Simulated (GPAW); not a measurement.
# SiO2 (Quartz): G0W0 with GPAW, start to end, part 2 of 2

Aim: the G0W0 gap of SiO2 (Quartz) on PBE, step by step.

GPAW 26.7.0; PBE and many-body steps on it, plane waves. Known limits of the many-body steps: not at the basis limit; coarse k mesh.

So far. Step 3 (Bands along the symmetry lines): The gap is 6.031 eV, as in the run before at this level. Step 4 (Empty states on the mesh, 3×3×4 mesh, 267 bands): On this mesh the gap is 6.031 eV.

## (5) Screening and self-energy, 3×3×4 mesh, 119 bands, screening to 60 eV

G0W0 replaces the xc potential by the self-energy, built once from these orbitals. Only a window of levels is corrected, while the sums run over the empty bands that the input names.

This step: G0W0 on PBE, plane waves, PAW.

Contents of run.py:

```python
import json
import numpy as np
from gpaw.mpi import world
from gpaw.response.g0w0 import G0W0

gw = G0W0('full.gpw',
    filename='gw',
    kpts=[0, 11],
    bands=(22, 26),
    ecut=60,
    nbands=119,
    integrate_gamma='WS',
    ppa=True)
gw.calculate()
res = {mode: {k: v for k, v in r.items() if k != 'sigma_eskwn'}
       for mode, r in gw.all_results.items()}

if world.rank == 0:
    with open('result.json', 'w') as f:
        json.dump(res, f, default=lambda x: x.tolist())
```

Launch:

```bash
> mpirun -n 4 gpaw python run.py
```

Numbers of over 12 decimals in the logs are rounded to 6 here.

The program printed:

```text
Using integrator: PointIntegrator
FrequencyGridDescriptor(from 0.000+0.000j to 0.000+27.211j eV, 2 points)
Nonperiodic BCs:  [False False False]
Using integrator: PointIntegrator
FrequencyGridDescriptor(from 0.000+0.000j to 0.000+27.211j eV, 2 points)
Nonperiodic BCs:  [False False False]
  ___  _ _ _
 |   || | | |
 | | || | | |
 |__ ||_____|
 |___|

BZ k-points: Symmetries present (total): 2

  [... matrices ...]
36 k-points: 3 x 3 x 4 Monkhorst-Pack grid + [0.000000,0.000000,1/8]
14 k-points in the irreducible part of the Brillouin zone
       k-points in crystal coordinates                weights
   0:     0.00000000    0.00000000    0.00000000          1/36
   1:     0.00000000    0.00000000    0.25000000          2/36
   2:     0.00000000    0.00000000    0.50000000          1/36
   3:     0.33333333   -0.33333333   -0.25000000          2/36
   4:     0.33333333   -0.33333333    0.00000000          2/36
   5:     0.33333333   -0.33333333    0.25000000          2/36
   6:     0.33333333   -0.33333333    0.50000000          2/36
   7:     0.33333333    0.00000000   -0.25000000          4/36
   8:     0.33333333    0.00000000    0.00000000          4/36
   9:     0.33333333    0.00000000    0.25000000          4/36
          ...
  13:     0.33333333    0.33333333    0.50000000          2/36

Distributing spins, k-points and bands (1 x 2 x 4) over 4 processes
Number of blocks: 1

Quasi particle states:
k-points (IBZ indices): [0, 11]
Band range: (22, 26)
  [... matrices ...]
Computational parameters:
Plane wave cut-off: 60 eV
Number of bands: 119
Coulomb cutoff: None
Broadening: 0.1 eV

fxc modes: GW
Kernel: RPA
Using Godby-Needs plasmon-pole approximation:
  Fitting energy: i*E0, E0 = 1.000 Hartree
Summing all q:

Calculating screened Coulomb potential
No Coulomb truncation
FrequencyGridDescriptor(from 0.000+0.000j to 0.000+27.211j eV, 2 points)
Removing empty qpoint cache files...

Calculating chi0 body with:
    Ground state adapter containing:
    Number of spins: 1
    Number of kpoints: 36
    Number of irreducible kpoints: 14
    Number of completely occupied states: 24
    Number of partially occupied states: 24
    Occupied states memory: 9.1875 M / cpu

    Linear response parametrization:
    q_c: [0.0, 0.0, 0.0]
    Number of frequency points: 2
    Planewave cutoff: 60.0
    Number of bands: 119
    Number of planewaves: 121
    Broadening (eta): 1e-06
    comm.size: 4
    kncomm.size: 4
    blockcomm.size: 1

    Memory estimate of potentially large arrays:
        chi0_wGG: 0.446808 M / cpu
Integrating chi0 body.

Symmetries of q_c:
    Direct symmetries (Uq -> q): 2
    Indirect symmetries (TUq -> q): 2
In total 4 allowed symmetries.

  [... matrices ...]
14 groups of equivalent kpoints. 61.111111% reduction.

Integral kind: response function
Integrating chi0 head and wings.

Symmetries of q_c:
    Direct symmetries (Uq -> q): 2
    Indirect symmetries (TUq -> q): 2
In total 4 allowed symmetries.

  [... matrices ...]
14 groups of equivalent kpoints. 61.111111% reduction.

Integral kind: response function wings

Calculating chi0 body with:
    Ground state adapter containing:
    Number of spins: 1
    Number of kpoints: 36
    Number of irreducible kpoints: 14
    Number of completely occupied states: 24
    Number of partially occupied states: 24
    Occupied states memory: 9.1875 M / cpu

[... the further q-points ...]

Results:
f:      Occupation numbers
eps:     KS-eigenvalues [eV]
vxc:     KS vxc [eV]
exx:     Exact exchange [eV]
sigma:   Self-energies [eV]
dsigma:  Self-energy derivatives
Z:       Renormalization factors
qp:      QP-energies [eV]

k-point 0 (0): (0.000, 0.000, 0.000)                GW
band       f     eps     vxc     exx   sigma  dsigma       Z      qp
                                                                   GW
  22   1.000   1.072 -20.351 -26.268   4.152  -0.208   0.828  -0.390
  23   1.000   1.072 -20.351 -26.268   4.152  -0.208   0.828  -0.390
  24   0.000   7.421 -12.354  -7.782  -3.082  -0.139   0.878   8.729
  25   0.000  10.688 -11.940  -6.604  -3.237  -0.148   0.871  12.517

k-point 1 (11): (0.333, 0.333, 0.000)                GW
band       f     eps     vxc     exx   sigma  dsigma       Z      qp
                                                                   GW
  22   1.000   0.949 -20.586 -26.568   4.220  -0.210   0.827  -0.508
  23   1.000   1.390 -20.956 -26.823   4.206  -0.208   0.828   0.014
  24   0.000  10.352 -13.759  -8.453  -3.153  -0.153   0.867  12.218
  25   0.000  10.352 -13.759  -8.453  -3.153  -0.153   0.867  12.218
```

Elapsed: 2.6 min, on 4 MPI ranks of Intel Xeon Platinum 8375C at 2.90GHz (Ice Lake), shared host; peak memory 1.8 GiB.

Numbers from this step:

| Item | Value |
| --- | --- |
| G0W0 gap on the points computed | 8.714 eV |
| least direct G0W0 gap on the computed points | 9.119 eV |
| Z at the valence top | 0.8278 |
| Z at the conduction bottom | 0.8779 |
| starting gap on the mesh | 6.031 eV |
| k of the valence top | 0.3333, 0.3333, 0 |
| k of the conduction bottom | 0, 0, 0 |

The gap on the mesh goes from 6.03 eV to 8.71 eV, a correction of +2.68 eV.

Limits: finite bands, cutoff and mesh; coarse k mesh. v1 is the top filled band, c1 the lowest empty one. The levels before and after the correction (eV, zero at the valence-band top of each column):

|  | conduction bottom | valence top |
| --- | --- | --- |
| Kohn-Sham | 6.03 | 0.00 |
| G0W0 | 8.71 | 0.00 |

```csv
,level,energy (eV)
Kohn-Sham,Γ v2-v1,-0.318
Kohn-Sham,Γ c1,6.031
Kohn-Sham,Γ c2,9.298
Kohn-Sham,(0.333 0.333 0) v2,-0.441
Kohn-Sham,(0.333 0.333 0) v1,0.000
Kohn-Sham,(0.333 0.333 0) c1-c2,8.962
G0W0,Γ v2-v1,-0.404
G0W0,Γ c1,8.714
G0W0,Γ c2,12.502
G0W0,(0.333 0.333 0) v2,-0.522
G0W0,(0.333 0.333 0) v1,0.000
G0W0,(0.333 0.333 0) c1-c2,12.204
```

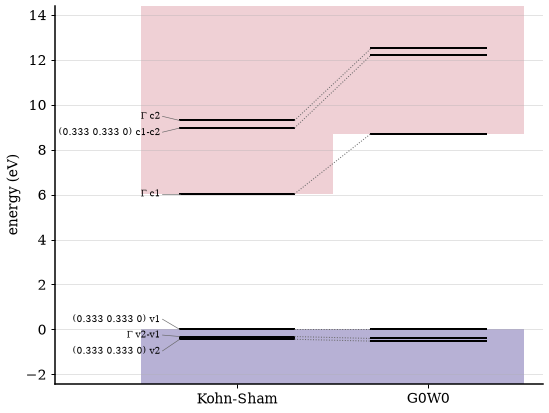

Levels before and after the correction. Shaded: valence and conduction bands.

## (6) Where the time went

Times are wall times on 4 MPI ranks of Intel Xeon Platinum 8375C at 2.90GHz (Ice Lake), shared host. The host was busy with other work, so they are no guide to cost.

```
                          step     time  share  memory (GiB)
                  ground state     64 s   11 %          0.94
bands along the symmetry lines  2.1 min   22 %           1.1
      empty states on the mesh  3.9 min   40 %           1.4
     screening and self-energy  2.6 min   27 %           1.8
```

## (7) Results

| Quantity | Value |
| --- | --- |
| PBE gap | 6.03 eV, indirect |
| G0W0 gap on the mesh | 8.71 eV |
| GW settings | 3×3×4 mesh, 119 bands, screening to 60 eV, Godby-Needs plasmon pole |
| known limits | not at the basis limit; coarse k mesh |

In words: G0W0 moves the gap on the mesh from 6.03 eV to 8.71 eV (+2.68 eV), with Z of 0.83 and 0.88 at the edges. Only 2 of the mesh's irreducible points were corrected, so a valley elsewhere could overtake. Bands and cutoff are finite, so the gap is not at the basis limit. The miss can reach some tenths of an eV and take either sign; the mesh is an error of its own. These stock PAW sets were not made for GW. In the G0W0 run levels were corrected at 2 k points alone, so a gap called «on the mesh» is the least over those, and an edge elsewhere would be missed. The 3×3×4 mesh is coarse for this cell, which bears on the long-range parts of exchange and screening.

[Paths, hosts, dates, memory and timing lines, banners, echoed tables and standing remarks are left out of the program output.]

[Logs are printed without paths, hosts, clocks, repeated set-up lines and the standing remarks that a program may print on its own settings, such as how far it seeks lower states.]

[Runs of the session that timed out or met a known fault of the program may be left out.]

[Hosts, paths, dates, database ids (printed as entryN), source tags and the programs' standing remarks are cut or masked in the printed files.]
